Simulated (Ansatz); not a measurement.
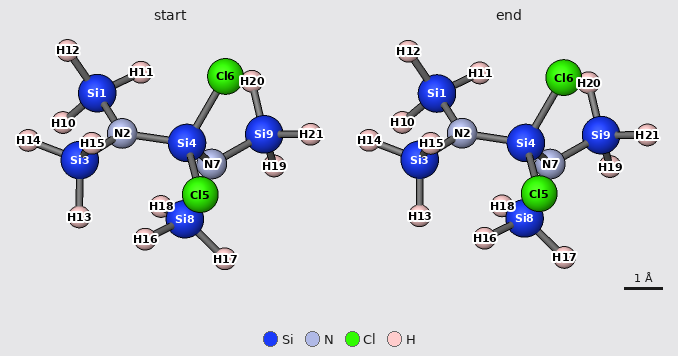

The structure of Si$_{5}$N$_{2}$H$_{12}$Cl$_{2}$ before (left) and after (right) a relaxation, at one scale.

A ball-and-stick model, seen from a free direction.

The start comes from PBE-D4/def2-SVP.

All numbers below come from RKS PBE0-D4/def2-TZVP (Ansatz). (force threshold 0.005 eV/Å; at most 150 steps)

Question: What changed between the two?

Answer: The energy falls by 13.9 kJ/mol in 8 geometry steps. The largest force component goes from 0.49 to 0.0021 eV/Å. The largest move after the best rigid fit is that of H19, 0.085 Å. By element the largest moves are H 0.085 Å, Si 0.061 Å, Cl 0.037 Å, N 0.027 Å. Among the contacts that change: N2–Si3 1.781 → 1.748 Å, Si4–Cl5 2.082 → 2.050 Å, N2–Si4 1.731 → 1.702 Å, Si1–H10 1.505 → 1.486 Å.
